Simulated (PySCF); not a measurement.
# C₂H₆S₂Si: magnetic properties

What do calculations give for the magnetic properties of C₂H₆S₂Si (`CS[Si]SC`)?

Computed with PySCF 2.14.0 and routines of our own; the level stands in each step. Atoms count from 0.

## 1. The starting structure

11 atoms, charge 0, multiplicity 1; geometry from: GFN2-xTB.

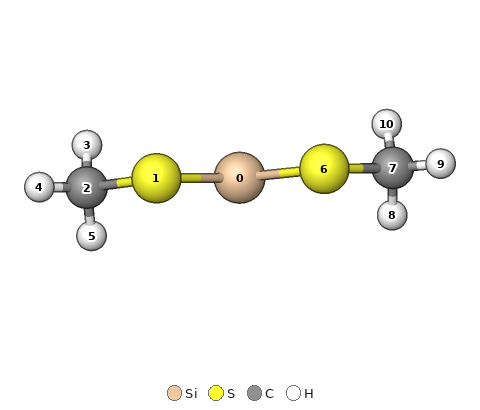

The starting geometry (silicon light orange, sulfur yellow, carbon grey, hydrogen white).

## 2. Magnetic properties: GIAO B3LYP/def2-SVP

Job settings and geometry (Å):

```
{"job": {"kind": "mag", "xc": "B3LYP", "basis": "def2-SVP"}, "charge": 0, "multiplicity": 1}
Si    -0.000170    -0.012240    -0.265440
S      1.640040     0.027820     1.139420
C      2.994750     0.065990    -0.079940
H      2.943780    -0.808700    -0.720380
H      3.922190     0.057810     0.483430
H      2.932050     0.972970    -0.673230
S     -1.642820    -0.015880     1.136030
C     -2.994820    -0.064810    -0.087410
H     -2.951620     0.814190    -0.722190
H     -3.923070    -0.069480     0.474690
H     -2.920300    -0.967680    -0.684980
```

Method: GIAO B3LYP/def2-SVP magnetisability, rotational g tensor and spin-rotation constants, non-relativistic, gas phase.

The run is started by

```bash
$ OMP_NUM_THREADS=1 python excited_run.py task.json out
```

This one command runs all jobs of the session in turn.

The program printed:

```text
coarse grid: 10768 points
cycle   1  E = -1165.2113199817  dE =  2.070e-01  |g| = 3.460e-01  |ddm| = 3.323e+00
cycle   2  E = -1165.1523297302  dE =  5.899e-02  |g| = 5.366e-01  |ddm| = 1.237e+00
cycle   3  E = -1165.2519406869  dE = -9.961e-02  |g| = 6.770e-02  |ddm| = 8.118e-01
cycle   4  E = -1165.2533446132  dE = -1.404e-03  |g| = 2.282e-02  |ddm| = 1.158e-01
cycle   5  E = -1165.2534761920  dE = -1.316e-04  |g| = 8.291e-03  |ddm| = 2.920e-02
cycle   6  E = -1165.2534964286  dE = -2.024e-05  |g| = 1.349e-03  |ddm| = 1.229e-02
cycle   7  E = -1165.2534970585  dE = -6.298e-07  |g| = 1.632e-04  |ddm| = 2.135e-03
final grid: 90072 points
cycle   8  E = -1165.3763583432  dE = -1.810e-05  |g| = 4.606e-03  |ddm| = 1.626e-02
cycle   9  E = -1165.3763538939  dE =  4.449e-06  |g| = 6.134e-03  |ddm| = 8.761e-03
cycle  10  E = -1165.3763637191  dE = -9.825e-06  |g| = 5.091e-04  |ddm| = 5.608e-03
cycle  11  E = -1165.3763638114  dE = -9.235e-08  |g| = 9.438e-05  |ddm| = 1.005e-03
cycle  12  E = -1165.3763638134  dE = -1.917e-09  |g| = 5.786e-05  |ddm| = 2.176e-04
cycle  13  E = -1165.3763638145  dE = -1.186e-09  |g| = 8.641e-06  |ddm| = 9.137e-05
cycle  14  E = -1165.3763638146  dE = -2.774e-11  |g| = 1.540e-06  |ddm| = 1.213e-05
converged SCF energy = -1165.3763638146

Magnetisability tensor (1e-30 J/T^2)
    -1077.33        0.75       -0.06
        0.75    -1268.40        3.13
       -0.06        3.13    -1127.27
isotropic -1157.66   principal values   -1268.47  -1127.20  -1077.32
isotropic susceptibility -69.716 1e-6 cm^3/mol

Inertial axes            a          b          c
rot. const./GHz      8.4799     1.1066     0.9912
chi total           -64.880    -67.883    -76.385
chi diamagnetic    -241.948  -1198.129  -1319.586
chi paramagnetic    177.067   1130.247   1243.201
quadrupole/D A       11.440     -8.319     -3.121
g nuclear            0.5792     0.5787     0.5735
g electronic        -0.7054    -0.5876    -0.5789
g total             -0.1262    -0.0089    -0.0054

Spin-rotation constants (kHz, H = +C I.J)
atom  isotope        aa         bb         cc
  3     1H       -0.827     -0.068     -0.025
  4     1H        0.039     -0.086     -0.111
  5     1H       -0.838     -0.079     -0.015
  8     1H       -0.832     -0.072     -0.021
  9     1H        0.038     -0.086     -0.112
 10     1H       -0.833     -0.075     -0.018
  0   29Si*     -13.230     -1.079     -0.619
  1    33S*       3.438      0.400      0.202
  2    13C*       1.054      0.137      0.139
* in the singly substituted isotopologue
```

It took 15 s on 1 thread of Intel Xeon 6975P-C, shared host; peak memory 0.49 GiB.

In short:

```csv
quantity,value
magnetisability,-1158·10⁻³⁰ J/T²
molar susceptibility,-69.7·10⁻⁶ cm³/mol
"rotational g (a, b, c)","-0.1262, -0.0089, -0.0054"
```

The fields below are evaluated on a grid from the run's orbitals.

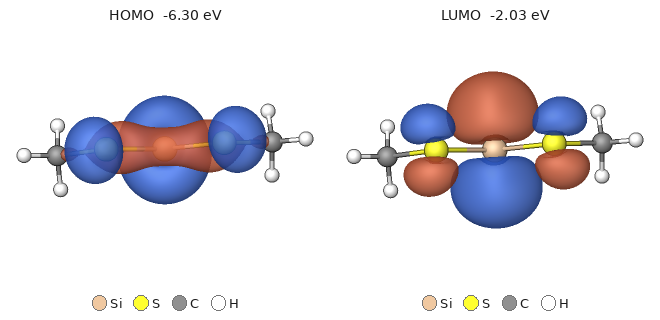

Frontier orbitals at B3LYP/def2-SVP; each surface holds 70 % of the orbital's density, blue and red mark the sign.

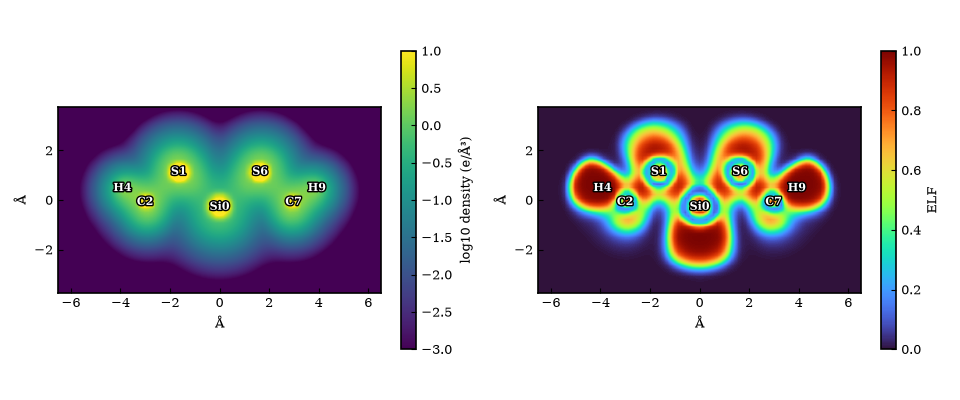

Density (left) and ELF (right) in a plane through or near 7 of the atoms.

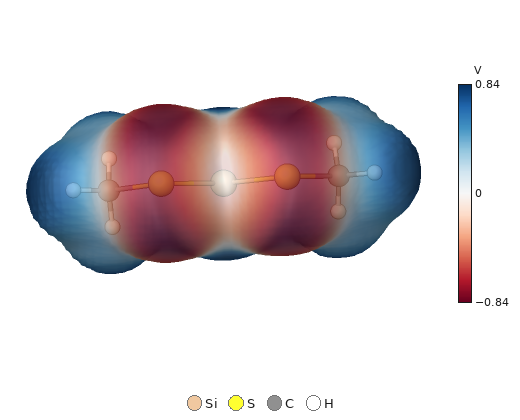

Electrostatic potential on the surface of density 0.002 e/bohr³; red is low, blue high. It runs, from the 1st to the 99th percentile, from -0.81 V near S1 to 0.84 V near H9.

## 3. Magnetic properties: GIAO revPBE/def2-SVP

Settings changed since step 2:

```diff
@@ -1,2 +1,2 @@
-{"job": {"kind": "mag", "xc": "B3LYP", "basis": "def2-SVP"}, "charge": 0, "multiplicity": 1}
+{"job": {"kind": "mag", "xc": "revPBE", "basis": "def2-SVP"}, "charge": 0, "multiplicity": 1}
 Si    -0.000170    -0.012240    -0.265440
```

Level: GIAO revPBE/def2-SVP magnetisability, rotational g tensor and spin-rotation constants, non-relativistic, gas phase.

The program printed:

```text
coarse grid: 10768 points
cycle   1  E = -1164.8870721809  dE =  1.666e-01  |g| = 3.975e-01  |ddm| = 3.375e+00
cycle   2  E = -1164.7328663670  dE =  1.542e-01  |g| = 7.713e-01  |ddm| = 1.471e+00
cycle   3  E = -1164.9322018931  dE = -1.993e-01  |g| = 1.451e-01  |ddm| = 1.142e+00
cycle   4  E = -1164.9394273827  dE = -7.225e-03  |g| = 4.483e-02  |ddm| = 2.592e-01
cycle   5  E = -1164.9399460474  dE = -5.187e-04  |g| = 1.756e-02  |ddm| = 7.190e-02
cycle   6  E = -1164.9400443029  dE = -9.826e-05  |g| = 3.052e-03  |ddm| = 2.910e-02
cycle   7  E = -1164.9400479899  dE = -3.687e-06  |g| = 3.920e-04  |ddm| = 5.490e-03
final grid: 90072 points
cycle   8  E = -1165.0967051705  dE =  1.577e-05  |g| = 1.606e-02  |ddm| = 4.106e-02
cycle   9  E = -1165.0964686995  dE =  2.365e-04  |g| = 3.155e-02  |ddm| = 5.405e-02
cycle  10  E = -1165.0967736087  dE = -3.049e-04  |g| = 3.272e-03  |ddm| = 4.166e-02
cycle  11  E = -1165.0967776853  dE = -4.077e-06  |g| = 7.999e-04  |ddm| = 5.776e-03
cycle  12  E = -1165.0967778997  dE = -2.144e-07  |g| = 1.004e-04  |ddm| = 1.146e-03
cycle  13  E = -1165.0967779032  dE = -3.462e-09  |g| = 1.659e-05  |ddm| = 1.669e-04
cycle  14  E = -1165.0967779032  dE = -8.276e-11  |g| = 4.953e-06  |ddm| = 3.137e-05
converged SCF energy = -1165.0967779032

Magnetisability tensor (1e-30 J/T^2)
    -1078.19        0.71       -0.07
        0.71    -1261.13        3.10
       -0.07        3.10    -1121.49
isotropic -1153.60   principal values   -1261.20  -1121.42  -1078.18
isotropic susceptibility -69.472 1e-6 cm^3/mol

Inertial axes            a          b          c
rot. const./GHz      8.4799     1.1066     0.9912
chi total           -64.932    -67.535    -75.948
chi diamagnetic    -241.941  -1197.464  -1318.688
chi paramagnetic    177.009   1129.929   1242.741
quadrupole/D A       12.316     -8.560     -3.757
g nuclear            0.5792     0.5787     0.5735
g electronic        -0.7052    -0.5874    -0.5787
g total             -0.1259    -0.0087    -0.0052

Spin-rotation constants (kHz, H = +C I.J)
atom  isotope        aa         bb         cc
  3     1H       -0.831     -0.067     -0.024
  4     1H        0.045     -0.086     -0.111
  5     1H       -0.842     -0.078     -0.013
  8     1H       -0.837     -0.071     -0.020
  9     1H        0.045     -0.086     -0.111
 10     1H       -0.838     -0.074     -0.017
  0   29Si*     -12.744     -1.079     -0.618
  1    33S*       3.509      0.401      0.206
  2    13C*       1.063      0.140      0.140
* in the singly substituted isotopologue
```

It took 11 s on 1 thread of Intel Xeon 6975P-C, shared host; peak memory 0.48 GiB.

From this job:

```csv
quantity,value
magnetisability,-1154·10⁻³⁰ J/T²
molar susceptibility,-69.5·10⁻⁶ cm³/mol
"rotational g (a, b, c)","-0.1259, -0.0087, -0.0052"
```

## 4. Magnetic properties side by side

```csv
level,ξ (10⁻³⁰ J/T²),g(a),g(b),gap (eV),functions,time
GIAO B3LYP/def2-SVP,-1158,-0.1262,-0.0089,4.27,112,15 s
GIAO revPBE/def2-SVP,-1154,-0.1259,-0.0087,2.89,112,11 s
```

## 5. Results

| quantity | value |
| --- | --- |
| magnetisability (step 2, GIAO B3LYP/def2-SVP) | -1158·10⁻³⁰ J/T² |
| molar susceptibility (step 2, GIAO B3LYP/def2-SVP) | -69.7·10⁻⁶ cm³/mol |
| rotational g (a, b, c) (step 2, GIAO B3LYP/def2-SVP) | -0.1262, -0.0089, -0.0054 |
| surface potential, 1st and 99th percentile | -0.81 V and 0.84 V |
| magnetisability over the levels | -1158 to -1154·10⁻³⁰ J/T² |

**Reading.** At B3LYP/def2-SVP, counted by nearest atom on the grid, the HOMO lies on Si0 54 %; S1, S6 about 19 % each, the LUMO on Si0 66 %; S1, S6 about 12 % each. The magnetisability spreads by 0.4 % over 2 levels, from GIAO B3LYP/def2-SVP (15 s) to GIAO revPBE/def2-SVP (11 s); the runs took 11 s to 15 s. Two levels can agree by chance, so this spread shows no convergence. Vibrational averaging and real surroundings are missing from these values.
